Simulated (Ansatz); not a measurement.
## Run report: CH6Al2O, geometry relaxation (part 2 of 2)

The same run, continued: CH6Al2O; RHF/def2-SVP (Ansatz 0.2.0). It belongs to a series of runs on one base structure; here: end point A relaxed.

Geometry of the input (Å):
```
Al -0.9608  1.9299  0.2845
C  0.2046  0.4057  0.1033
O  -0.5932  -0.7215  -0.2240
Al 0.6231  -2.1892  -0.3778
H  -1.0905  2.7676  1.6344
H  -1.9036  2.4414  -0.9724
H  0.9611  0.6455  -0.7023
H  0.7642  0.3055  1.0756
H  1.1970  -2.5424  -1.7482
H  0.8812  -3.0936  0.9298
```

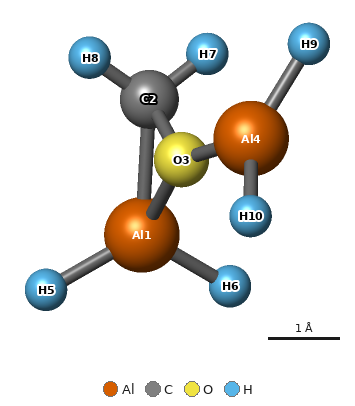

**Figure 1.** The geometry at step 17 of the log (ball-and-stick view, seen at a tilt; atoms are numbered from 1 in the order of the input).

Trajectory as extended XYZ, continued:
```
10
Properties=species:S:1:pos:R:3:forces:R:3 step=6 energy=-16321.75218
Al   -1.0444    1.8203    0.2614    0.1616  -0.0011  -0.0265
C     0.5434    0.6414    0.1365    0.0230   0.3305  -0.0248
O    -0.1840   -0.5749   -0.0487    0.1887  -0.5733  -0.0102
Al    0.3978   -2.1704   -0.3508   -0.1647   0.3019   0.1147
H    -1.4343    2.5160    1.6332   -0.0541  -0.0979  -0.0117
H    -1.9336    2.0740   -1.0228    0.0133  -0.0562   0.0244
H     1.2308    0.8167   -0.7015   -0.0411  -0.0122   0.0523
H     1.1520    0.5831    1.0482   -0.0203   0.0262  -0.0668
H     0.8645   -2.5659   -1.8021   -0.0308   0.0351  -0.0072
H     0.4907   -3.1913    0.8496   -0.0756   0.0469  -0.0441
10
Properties=species:S:1:pos:R:3:forces:R:3 step=8 energy=-16321.86388
Al   -1.0464    1.6809    0.2479    0.3911  -0.1275   0.1935
C     0.7215    0.7766    0.1155   -0.0572   0.4664   0.0463
O    -0.0115   -0.4669    0.1296   -0.0432  -0.4175  -0.0227
Al    0.3266   -2.1093   -0.2864   -0.2686   0.1332   0.1381
H    -1.6331    2.1840    1.6731    0.1620  -0.2951  -0.4646
H    -1.8645    1.9121   -1.0975    0.0169  -0.0972   0.1692
H     1.3197    0.8706   -0.8027   -0.1378  -0.0432   0.1968
H     1.3995    0.8119    0.9797   -0.1147  -0.0033  -0.2116
H     0.6914   -2.4703   -1.7838    0.0418   0.0958   0.1387
H     0.1799   -3.2407    0.8275    0.0098   0.2884  -0.1839
10
Properties=species:S:1:pos:R:3:forces:R:3 step=9 energy=-16321.94657
Al   -1.0186    1.6189    0.2240    0.3783  -0.4585   0.3615
C     0.7966    0.8204    0.1112   -0.1447   0.4990  -0.1545
O     0.0234   -0.4101    0.1918   -0.2443  -0.1720  -0.1190
Al    0.2305   -2.0644   -0.2745    0.1675   0.2033   0.2610
H    -1.6600    1.9922    1.6580    0.1889  -0.1515  -0.4080
H    -1.8744    1.8205   -1.1032    0.1149  -0.0770   0.1125
H     1.3547    0.8740   -0.8346   -0.1004  -0.1207   0.2373
H     1.5007    0.8732    0.9507   -0.1709  -0.0455  -0.1824
H     0.6777   -2.3850   -1.7603   -0.0950   0.0565   0.1551
H     0.0525   -3.1910    0.8398   -0.0942   0.2664  -0.2635
10
Properties=species:S:1:pos:R:3:forces:R:3 step=10 energy=-16322.09460
Al   -0.9951    1.5022    0.2266    0.2416  -0.4839   0.1981
C     0.8577    0.8661    0.0852    0.1933   0.5771  -0.1812
O     0.0181   -0.3323    0.2183   -0.3780   0.5067   0.1157
Al    0.2032   -1.9675   -0.2361   -0.0189  -0.6719  -0.1089
H    -1.6642    1.8022    1.6475    0.1708  -0.0396  -0.2129
H    -1.8482    1.6942   -1.0990    0.0713  -0.0523   0.0444
H     1.4022    0.8499   -0.8694   -0.1661  -0.0466   0.2637
H     1.5655    0.9146    0.9177   -0.1309  -0.0912  -0.1205
H     0.6454   -2.2807   -1.7238    0.0077   0.0571   0.1791
H    -0.1015   -3.0998    0.8361    0.0089   0.2445  -0.1775
10
Properties=species:S:1:pos:R:3:forces:R:3 step=12 energy=-16322.16894
Al   -0.9938    1.4475    0.2401    0.1506  -0.3658   0.0752
C     0.8789    0.9079    0.0684    0.1078  -0.0972  -0.1680
O    -0.0070   -0.2982    0.2134   -0.2159   0.4281   0.0878
Al    0.1858   -1.9502   -0.2354   -0.0362  -0.2204  -0.0407
H    -1.6344    1.7890    1.6549    0.1207  -0.0293  -0.0886
H    -1.8661    1.6248   -1.0741    0.0546  -0.0330   0.0163
H     1.4118    0.8313   -0.8859   -0.1147   0.1295   0.1940
H     1.5862    0.9101    0.8996   -0.0897   0.0119  -0.0855
H     0.7134   -2.2442   -1.6924    0.0241   0.0185   0.1172
H    -0.1915   -3.0691    0.8144   -0.0013   0.1575  -0.1077
10
Properties=species:S:1:pos:R:3:forces:R:3 step=13 energy=-16322.19713
Al   -0.9915    1.4113    0.2523    0.0999  -0.1873   0.0496
C     0.8913    0.9221    0.0569    0.0143  -0.0532  -0.1139
O    -0.0020   -0.2850    0.2173   -0.1129   0.3168   0.0635
Al    0.1743   -1.9374   -0.2379   -0.0170  -0.2156  -0.0228
H    -1.6125    1.7755    1.6670    0.0893  -0.0324  -0.0517
H    -1.8754    1.5681   -1.0568    0.0352  -0.0278   0.0130
H     1.4074    0.8464   -0.9032   -0.0654   0.0739   0.1246
H     1.6046    0.9236    0.8810   -0.0620  -0.0032  -0.0636
H     0.7713   -2.2352   -1.6645    0.0243   0.0161   0.0941
H    -0.2845   -3.0405    0.7909   -0.0058   0.1128  -0.0927
10
Properties=species:S:1:pos:R:3:forces:R:3 step=15 energy=-16322.24155
Al   -0.9914    1.3672    0.2917   -0.0220   0.0236   0.0085
C     0.8900    0.9493    0.0002   -0.0221  -0.0057   0.0513
O     0.0185   -0.2667    0.2157    0.0431  -0.1011  -0.0264
Al    0.1816   -1.9309   -0.2262   -0.1150  -0.0803  -0.0233
H    -1.5232    1.7442    1.7335    0.0096  -0.0062  -0.0051
H    -1.9324    1.4771   -0.9820   -0.0110   0.0008   0.0280
H     1.3616    0.8783   -0.9761    0.0191  -0.0029  -0.0566
H     1.6340    0.9635    0.7933    0.0109   0.0176  -0.0165
H     1.0410   -2.2515   -1.5122   -0.0261   0.0074   0.1849
H    -0.5965   -2.9816    0.6649    0.1135   0.1468  -0.1449
10
Properties=species:S:1:pos:R:3:forces:R:3 step=16 energy=-16322.24211
Al   -0.9901    1.3667    0.3093   -0.0461   0.0424   0.0310
C     0.8843    0.9488   -0.0267   -0.0411   0.0119   0.0010
O     0.0086   -0.2643    0.2007   -0.0229   0.0289  -0.0830
Al    0.1354   -1.9204   -0.2588    0.4752  -0.2386   0.0634
H    -1.4837    1.7366    1.7655    0.0026   0.0091   0.0034
H    -1.9699    1.4707   -0.9354   -0.0021   0.0140   0.0120
H     1.3362    0.8784   -1.0129    0.0096  -0.0060  -0.0222
H     1.6442    0.9589    0.7512   -0.0030  -0.0157  -0.0164
H     1.1978   -2.2712   -1.3942   -0.3149   0.0674   0.1986
H    -0.6798   -2.9554    0.6042   -0.0574   0.0866  -0.1879
10
Properties=species:S:1:pos:R:3:forces:R:3 step=17 energy=-16322.27786
Al   -0.9947    1.3612    0.3280   -0.0450   0.0248   0.0230
C     0.8734    0.9598   -0.0647    0.0042   0.0021  -0.0021
O     0.0181   -0.2603    0.1774   -0.0028  -0.0793  -0.0470
Al    0.1849   -1.9309   -0.2227    0.0246  -0.0243   0.0345
H    -1.4446    1.7095    1.8042    0.0125   0.0030   0.0070
H    -2.0157    1.4858   -0.8798    0.0070   0.0063   0.0013
H     1.3032    0.8975   -1.0615   -0.0080   0.0105  -0.0285
H     1.6545    0.9708    0.6909    0.0235   0.0171   0.0134
H     1.3155   -2.3210   -1.2405   -0.0047   0.0110   0.0311
H    -0.8115   -2.9235    0.4716   -0.0113   0.0287  -0.0327
10
Properties=species:S:1:pos:R:3:forces:R:3 step=19 energy=-16322.29324
Al   -1.0019    1.3614    0.3616    0.0488  -0.0616  -0.0101
C     0.8509    0.9732   -0.1315   -0.0180  -0.0725   0.0242
O     0.0005   -0.2607    0.0968    0.0526   0.0839  -0.0546
Al    0.2095   -1.9470   -0.2008    0.0069  -0.0801   0.0068
H    -1.3734    1.6334    1.8773    0.0106  -0.0049  -0.0178
H    -2.0732    1.5647   -0.7904    0.0134   0.0063   0.0162
H     1.2284    0.9536   -1.1533   -0.0319  -0.0051   0.0599
H     1.6724    0.9534    0.5839   -0.0563   0.0006  -0.0532
H     1.5403   -2.4055   -0.9227   -0.1670   0.0520   0.0999
H    -0.9705   -2.8776    0.2821    0.1408   0.0815  -0.0714
10
Properties=species:S:1:pos:R:3:forces:R:3 step=20 energy=-16322.29640
Al   -1.0033    1.3576    0.3636    0.0669  -0.0222  -0.0127
C     0.8477    0.9721   -0.1360   -0.0061  -0.0503   0.0193
O    -0.0012   -0.2611    0.0931    0.0212   0.0811  -0.0407
Al    0.2108   -1.9469   -0.1972   -0.0064  -0.0346   0.0099
H    -1.3645    1.6282    1.8812   -0.0035  -0.0108  -0.0083
H    -2.0727    1.5739   -0.7864   -0.0046  -0.0044   0.0136
H     1.2206    0.9539   -1.1592   -0.0239  -0.0034   0.0504
H     1.6716    0.9519    0.5759   -0.0421  -0.0010  -0.0442
H     1.5450   -2.4051   -0.8941   -0.0576   0.0188   0.0419
H    -0.9708   -2.8755    0.2620    0.0561   0.0268  -0.0291
10
Properties=species:S:1:pos:R:3:forces:R:3 step=21 energy=-16322.29869
Al   -0.9968    1.3631    0.3675   -0.0050  -0.0628   0.0150
C     0.8467    0.9753   -0.1548   -0.0193  -0.0358   0.0108
O    -0.0062   -0.2534    0.0693    0.0310   0.0324  -0.0448
Al    0.2107   -1.9431   -0.1915   -0.0334  -0.0043   0.0425
H    -1.3487    1.5913    1.8945    0.0151   0.0212  -0.0034
H    -2.0894    1.5863   -0.7582    0.0115   0.0251  -0.0076
H     1.2064    0.9651   -1.1822   -0.0104   0.0085   0.0328
H     1.6784    0.9431    0.5463   -0.0195   0.0070  -0.0260
H     1.5783   -2.4166   -0.7946    0.0141   0.0008  -0.0061
H    -0.9962   -2.8622    0.2066    0.0160   0.0080  -0.0131
10
Properties=species:S:1:pos:R:3:forces:R:3 step=23 energy=-16322.29954 accepted=F
Al   -0.9989    1.3557    0.3780    0.0044   0.0385   0.0093
C     0.8338    0.9746   -0.1821    0.0022   0.0275  -0.0079
O    -0.0214   -0.2525    0.0216   -0.0257  -0.0498  -0.0459
Al    0.2127   -1.9468   -0.1921    0.0583  -0.0287   0.1076
H    -1.3119    1.5523    1.9188   -0.0052  -0.0088  -0.0130
H    -2.1016    1.6437   -0.7234    0.0061  -0.0072   0.0087
H     1.1733    0.9912   -1.2155    0.0023   0.0040   0.0105
H     1.6778    0.9223    0.5016    0.0046  -0.0053  -0.0038
H     1.6405   -2.4323   -0.6353   -0.0556   0.0183  -0.0258
H    -1.0211   -2.8593    0.1314    0.0085   0.0114  -0.0398
10
Properties=species:S:1:pos:R:3:forces:R:3 step=24 energy=-16322.30077
Al   -0.9977    1.3576    0.3773   -0.0054   0.0151   0.0048
C     0.8347    0.9748   -0.1818   -0.0029   0.0165   0.0008
O    -0.0196   -0.2526    0.0272   -0.0045  -0.0336  -0.0122
Al    0.2174   -1.9477   -0.1762    0.0015   0.0048  -0.0093
H    -1.3135    1.5560    1.9169    0.0006  -0.0024  -0.0037
H    -2.1030    1.6364   -0.7231    0.0058   0.0015   0.0013
H     1.1744    0.9873   -1.2150    0.0011   0.0020   0.0051
H     1.6789    0.9259    0.5019    0.0058  -0.0030  -0.0018
H     1.6345   -2.4311   -0.6458   -0.0051   0.0036   0.0062
H    -1.0229   -2.8577    0.1214    0.0031  -0.0046   0.0087
10
Properties=species:S:1:pos:R:3:forces:R:3 step=25 energy=-16322.30076 accepted=F
Al   -0.9984    1.3614    0.3770   -0.0085  -0.0014   0.0039
C     0.8319    0.9715   -0.1811    0.0342   0.0045  -0.0260
O    -0.0250   -0.2545    0.0251   -0.0095   0.0516   0.0077
Al    0.2184   -1.9461   -0.1758    0.0129  -0.0716  -0.0214
H    -1.3128    1.5572    1.9170   -0.0014  -0.0006  -0.0036
H    -2.1019    1.6449   -0.7237    0.0041   0.0028   0.0020
H     1.1737    0.9823   -1.2141   -0.0109   0.0143   0.0151
H     1.6770    0.9200    0.5017   -0.0094  -0.0046   0.0027
H     1.6376   -2.4255   -0.6465   -0.0147   0.0089   0.0106
H    -1.0173   -2.8622    0.1232    0.0032  -0.0040   0.0088
10
Properties=species:S:1:pos:R:3:forces:R:3 step=27 energy=-16322.30109
Al   -0.9981    1.3615    0.3773    0.0005  -0.0091  -0.0007
C     0.8319    0.9730   -0.1830    0.0175  -0.0053  -0.0017
O    -0.0269   -0.2540    0.0147   -0.0075   0.0228  -0.0039
Al    0.2173   -1.9484   -0.1775    0.0033  -0.0127   0.0085
H    -1.3136    1.5489    1.9178   -0.0019  -0.0022   0.0023
H    -2.0999    1.6535   -0.7223   -0.0009   0.0049  -0.0016
H     1.1724    0.9930   -1.2158   -0.0055   0.0015   0.0000
H     1.6770    0.9143    0.4991   -0.0060   0.0005   0.0003
H     1.6390   -2.4275   -0.6357    0.0022   0.0002  -0.0038
H    -1.0160   -2.8653    0.1285   -0.0017  -0.0006   0.0006
10
Properties=species:S:1:pos:R:3:forces:R:3 step=28 energy=-16322.30123
Al   -0.9984    1.3608    0.3760   -0.0009   0.0023   0.0005
C     0.8320    0.9727   -0.1845    0.0008   0.0019  -0.0009
O    -0.0307   -0.2530    0.0056    0.0043  -0.0019  -0.0023
Al    0.2183   -1.9488   -0.1747   -0.0033   0.0013   0.0013
H    -1.3167    1.5359    1.9177   -0.0003  -0.0014   0.0004
H    -2.0971    1.6677   -0.7228    0.0003   0.0011  -0.0003
H     1.1717    0.9980   -1.2174   -0.0011  -0.0003   0.0005
H     1.6767    0.9082    0.4975   -0.0018  -0.0016   0.0000
H     1.6406   -2.4266   -0.6325    0.0011  -0.0002   0.0001
H    -1.0132   -2.8659    0.1380    0.0009  -0.0011   0.0007
```
